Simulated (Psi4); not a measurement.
**HS− (hydrosulfide): HF/STO-3G**

Aim: the energy change on altering one bond length of HS− (hydrosulfide) at HF/STO-3G, from 2 runs. Input form: a Python script.

Program for the calculation: Psi4 1.11.

**1. The system as given**

HS− has 2 atoms, charge -1, and is taken as a singlet. As SMILES, `[SH-]`. The shape is that of a PBE0-D4/def2-TZVPD optimisation.

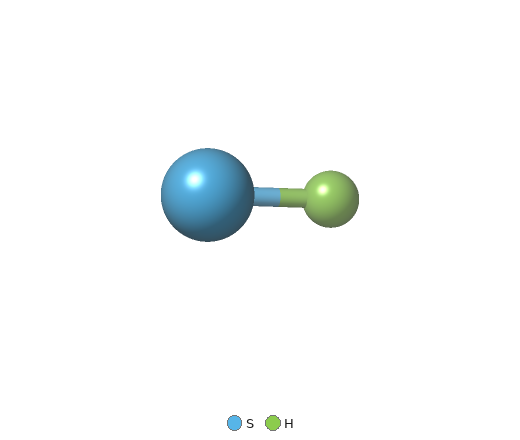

The structure, seen from a chosen angle (sulfur blue, hydrogen green).

**2. Energy and forces at HF/STO-3G**

hs.xyz

```xyz
2
HS
S      0.574700    -0.187900     0.295500
H     -0.574700     0.187900    -0.295500
```

calc.py

```python
import psi4

psi4.set_memory('1600 MB')
psi4.set_num_threads(1)
psi4.set_output_file('run.log', False)

with open('hs.xyz') as f:
    atoms = ''.join(f.readlines()[2:])
m = psi4.geometry('-1 1\n' + atoms + 'symmetry c1\nno_reorient\nno_com')

psi4.set_options({
    'basis': 'STO-3G',
    'puream': True,
    'e_convergence': 1e-09,
    'd_convergence': 1e-08,
    'scf_type': 'pk',
})

e = psi4.gradient("scf")
print('gradient / Eh bohr^-1')
print(e.np.round(6))
```

On the command line:

```console
$ python calc.py
```

run.log (excerpt; [...] marks lines left out):

```text
[...]
  Running in c1 symmetry.
[...]
  Nuclear repulsion =    6.290522543643841
[...]
  Multiplicity = 1
[...]
  Nalpha       = 9
  Nbeta        = 9
[...]
    Number of basis functions: 10
[...]
   @RHF iter   1:  -393.45013649462891   -4.10755e-01   2.26108e-02 DIIS/ADIIS
[...]
   @RHF iter   6:  -393.50578156579729   -2.95586e-12   3.48592e-09 DIIS
[...]
    Orbital Energies [Eh]
    ---------------------
    Doubly Occupied:
       1A    -90.035662     2A     -7.994850     3A     -5.626934
       4A     -5.623340     5A     -5.623340     6A     -0.397752
       7A     -0.008754     8A      0.189677     9A      0.189677
[...]
  @RHF Final Energy:  -393.50578156579729
   => Energetics <=
    Nuclear Repulsion Energy =              6.2905225436438412
    One-Electron Energy =                -569.7300492269143888
    Two-Electron Energy =                 169.9337451174732792
    Total Energy =                       -393.5057815657972355
[...]
 Multipole Moments:
 ------------------------------------------------------------------------------------
     Multipole            Electronic (a.u.)      Nuclear  (a.u.)        Total (a.u.)
 ------------------------------------------------------------------------------------
 L = 1.  Multiply by 2.5417464519 to convert [e a0] to [Debye]
 Dipole X            :        -17.2297844           16.2903841           -0.9394003
 Dipole Y            :          5.6333330           -5.3261931            0.3071399
 Dipole Z            :         -8.8592331            8.3762111           -0.4830221
 Magnitude           :                                                    1.1000537
[...]
  -Total Gradient:
     Atom            X                  Y                   Z
    ------   -----------------  -----------------  -----------------
       1        0.000157526528    -0.000051503803     0.000080997198
       2       -0.000157526529     0.000051503802    -0.000080997197
[...]
```

On the terminal:

```text
gradient / Eh bohr^-1
[[ 1.58e-04 -5.20e-05  8.10e-05]
 [-1.58e-04  5.20e-05 -8.10e-05]]
```

Wall time 1.1 s (1 thread of Intel Xeon 6975P-C (Granite Rapids), shared host); peak memory 0.18 GiB.

**3. The distorted shape**

job.py

```python
import psi4

psi4.set_memory(1600000000)
psi4.set_num_threads(1)
psi4.set_output_file('psi4.out', False)

molecule = psi4.geometry("""
-1 1
S      0.919557    -0.300652     0.472819
H     -0.574700     0.187900    -0.295500
units angstrom
symmetry c1
no_reorient
no_com
""")

psi4.set_options({
    'basis': 'STO-3G',
    'puream': True,
    'e_convergence': 1e-09,
    'd_convergence': 1e-08,
    'scf_type': 'pk',
})

e, wfn = psi4.gradient('scf', molecule=molecule, return_wfn=True)
print('gradient / Eh bohr^-1')
print(e.np.round(6))
print(f'energy = {wfn.energy():.10f} Eh')
```

On the command line:

```console
$ python job.py
```

psi4.out (excerpt; [...] marks lines left out):

```text
[...]
  Running in c1 symmetry.
[...]
  Nuclear repulsion =    4.838743782838086
[...]
  Multiplicity = 1
[...]
  Nalpha       = 9
  Nbeta        = 9
[...]
    Number of basis functions: 10
[...]
   @RHF iter   1:  -393.35330397547199   -5.12316e-01   2.62728e-02 DIIS/ADIIS
[...]
   @RHF iter   6:  -393.45148022854977   -1.21076e-11   9.23286e-09 DIIS
[...]
    Orbital Energies [Eh]
    ---------------------
    Doubly Occupied:
       1A    -90.094846     2A     -8.048496     3A     -5.680136
       4A     -5.676803     5A     -5.676803     6A     -0.369241
       7A      0.029513     8A      0.160446     9A      0.160446
[...]
  @RHF Final Energy:  -393.45148022854977
   => Energetics <=
    Nuclear Repulsion Energy =              4.8387437828380859
    One-Electron Energy =                -566.1886053234418341
    Two-Electron Energy =                 167.8983813120540560
    Total Energy =                       -393.4514802285497126
[...]
 Multipole Moments:
 ------------------------------------------------------------------------------------
     Multipole            Electronic (a.u.)      Nuclear  (a.u.)        Total (a.u.)
 ------------------------------------------------------------------------------------
 L = 1.  Multiply by 2.5417464519 to convert [e a0] to [Debye]
 Dipole X            :        -27.7550944           26.7173486           -1.0377458
 Dipole Y            :          9.0746136           -8.7353195            0.3392942
 Dipole Z            :        -14.2711500           13.7375606           -0.5335894
 Magnitude           :                                                    1.2152179
[...]
  -Total Gradient:
     Atom            X                  Y                   Z
    ------   -----------------  -----------------  -----------------
       1        0.090372373286    -0.029547530113     0.046467783963
       2       -0.090372373272     0.029547530115    -0.046467783962
[...]
```

The script printed:

```text
gradient / Eh bohr^-1
[[ 0.090372 -0.029548  0.046468]
 [-0.090372  0.029548 -0.046468]]
energy = -393.4514802285 Eh
```

Wall time 1.1 s (1 thread of Intel Xeon 6975P-C (Granite Rapids), shared host); peak memory 0.18 GiB.

**4. Summary of results**

Level: HF/STO-3G.

| quantity | value |
| --- | --- |
| first shape: total energy | -393.50578 Eh |
| first shape: HOMO energy | 5.16 eV |
| first shape: LUMO energy | 25.47 eV |
| first shape: HOMO–LUMO gap (to an unbound level, set by the basis) | 20.31 eV |
| first shape: largest force on an atom | 0.009 eV/Å |
| distorted shape: total energy | -393.45148 Eh |
| distorted shape: HOMO energy | 4.37 eV |
| distorted shape: LUMO energy | 19.19 eV |
| distorted shape: HOMO–LUMO gap (to an unbound level, set by the basis) | 14.82 eV |
| distorted shape: largest force on an atom | 5.442 eV/Å |
| energy change with the S1–H2 bond stretched from 1.346 to 1.750 Å | 1.478 eV |

What this shows: With the S1–H2 bond stretched from 1.346 to 1.750 Å the energy rises by 1.48 eV (143 kJ/mol). The minimal basis adds a large error of its own. The HOMO (first shape) lies at positive energy, 5.16 eV: the electron is unbound at this level or held by a compact basis; values depend on the basis. The HOMO (distorted shape) lies at positive energy, 4.37 eV: the electron is unbound at this level or held by a compact basis; values depend on the basis.
